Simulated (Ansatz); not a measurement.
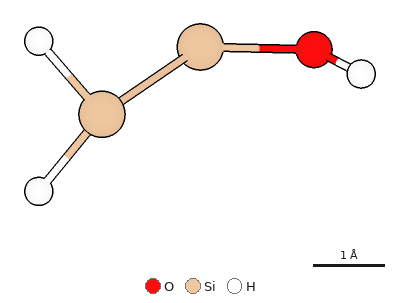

Si2H3O (charge +1), before the relaxation. A ball-and-stick model, seen at a tilt.

It is one of the separated reactants of a reaction.

The calculation used RKS PBE0-D4/def2-TZVP (Ansatz).

Input file:
```yaml
crystal:
  periodic: [false, false, false]
  atoms:
    - {symbol: O, position_ang: [0.890165, -2.212988, 1.473164]}
    - {symbol: Si, position_ang: [0.592611, -1.646296, -0.009605]}
    - {symbol: Si, position_ang: [-0.219562, 0.593893, -0.404369]}
    - {symbol: H, position_ang: [-1.558705, 0.593491, -1.107746]}
    - {symbol: H, position_ang: [0.733624, 1.398356, -1.260023]}
    - {symbol: H, position_ang: [0.827931, -1.861724, 2.384755]}
basis:
  gaussian: {orbitals: def2-TZVP}
total_charge: 1
hamiltonian: {xc: pbe0, dispersion: d4}
relax: {f_tol: 0.005, max_steps: 200}
```

Command:
```bash
ansatz run in.yaml --threads 2 --pin off --events-out ev --progress --plain --max-ram 4352MiB
```

**Predict the outcome.**

The largest move after the best rigid fit is that of H6, 0.15 Å. By element the largest moves are H 0.15 Å, Si 0.12 Å, O 0.03 Å. Near-neighbour distances that change, for instance: Si2–Si3 2.415 → 2.448 Å, O1–Si2 1.615 → 1.585 Å, Si3–H4 1.513 → 1.491 Å, O1–H6 0.979 → 0.963 Å. Bond angles that change, for instance: O1–Si2–Si3 122.5° → 116.8°, Si2–Si3–H4 111.9° → 115.6°. The energy falls by 1.06 kcal/mol in 7 geometry steps. Largest force component: 1.2 eV/Å at the start, 0.0048 eV/Å at the end.

History of the run:

```
step  E − E(0), kcal/mol  largest force component, eV/Å
   0                0.00                         1.2371
   1               -0.76                         0.7915
   2               -1.01                         0.2067
   3               -1.03                         0.0425
   4               -1.04                         0.0648
   5               -1.06                         0.0143
   6               -1.06                         0.0105
   7               -1.06                         0.0048
```

Final geometry:

```xyz
6

O     0.8791   -2.1819    1.4641
Si    0.6289   -1.7569   -0.0422
Si   -0.1938    0.5164   -0.4259
H    -1.5480    0.6154   -1.0413
H     0.7197    1.4114   -1.1918
H     0.7802   -1.7396    2.3133
```

After the run, drawn alike:

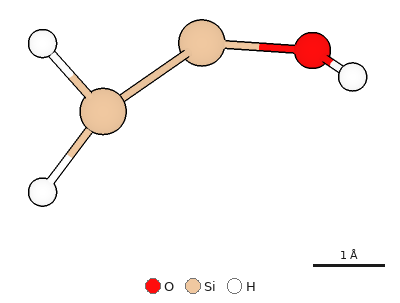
